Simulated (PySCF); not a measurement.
Vertical excitations of a molecule C3H4BF3 from TDA-PBE/def2-SVPD (PySCF), as energy in eV (oscillator strength): 6.01 (0.254), 6.34 (0.001), 6.57 (0.003), 7.14 (0.000), 7.17 (0.000), 7.23 (0.013), 7.47 (0.000), 7.60 (0.001), 8.10 (0.074), 8.34 (0.012). Lowest triplet (TDA): 3.70 eV. Coordinates come from a ωB97X-D3(BJ)/def2-SVP optimisation. Other conformers were not sampled.

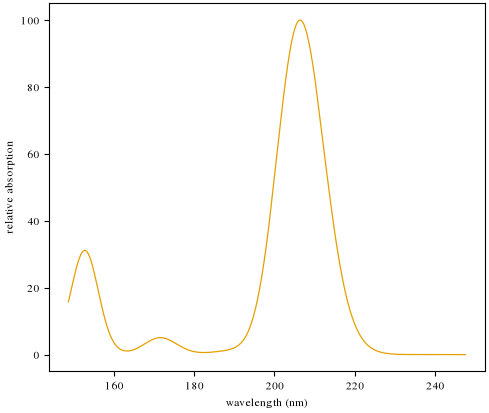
Fig. 1. The lines broadened by 0.4 eV.

Which molecule gave these data?
A) FB1C[C@H](F)[C@@H]1F
B) F/C=C/CB(F)F
C) C/C(=C/F)B(F)F
D) C=C(F)B(F)CF

C, C/C(=C/F)B(F)F
